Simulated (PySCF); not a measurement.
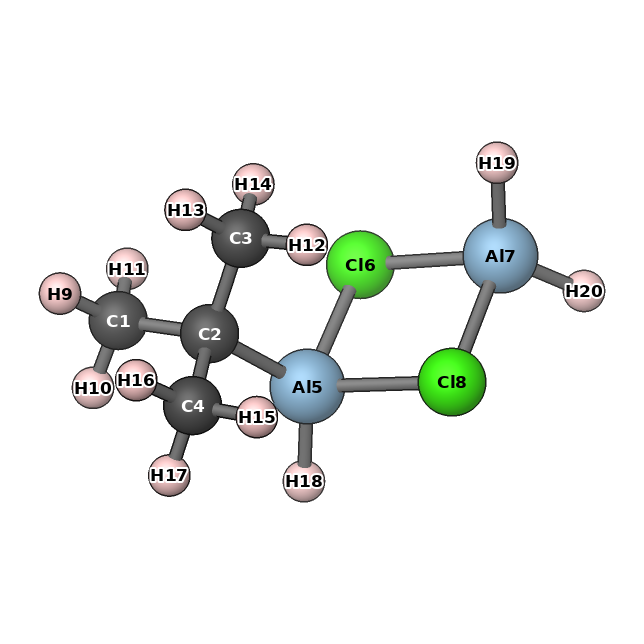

The computed structure is the end point of a PBE0-D3(BJ)/def2-SVP optimisation. No frequency run is at hand to confirm it as a minimum. Electric field gradients from the ground-state density, PBE0/pcSseg-1 in chloroform (IEF-PCM) (PySCF 2.14.0), non-relativistic apart from any core potentials.

Give the largest field-gradient component, the quadrupole coupling constant and the asymmetry for 27Al at Al5 (Q = 146.6 mb), 35Cl at Cl6 (Q = −81.7 mb), 27Al at Al7 (Q = 146.6 mb), 35Cl at Cl8 (Q = −81.7 mb), 2H at H9 (Q = 2.86 mb), 2H at H10 (Q = 2.86 mb), 2H at H11 (Q = 2.86 mb), 2H at H12 (Q = 2.86 mb).

```json
{"atom": "Al5", "V_zz (a.u.)": "−1.128", "e²qQ/h (MHz)": "−38.9", "η": "0.42"}
{"atom": "Cl6", "V_zz (a.u.)": "−1.260", "e²qQ/h (MHz)": "24.2", "η": "0.32"}
{"atom": "Al7", "V_zz (a.u.)": "−1.047", "e²qQ/h (MHz)": "−36.1", "η": "0.48"}
{"atom": "Cl8", "V_zz (a.u.)": "−1.257", "e²qQ/h (MHz)": "24.1", "η": "0.32"}
{"atom": "H9", "V_zz (a.u.)": "0.283", "e²qQ/h (MHz)": "0.190", "η": "0.02"}
{"atom": "H10", "V_zz (a.u.)": "0.287", "e²qQ/h (MHz)": "0.193", "η": "0.02"}
{"atom": "H11", "V_zz (a.u.)": "0.288", "e²qQ/h (MHz)": "0.193", "η": "0.02"}
{"atom": "H12", "V_zz (a.u.)": "0.288", "e²qQ/h (MHz)": "0.194", "η": "0.02"}
```
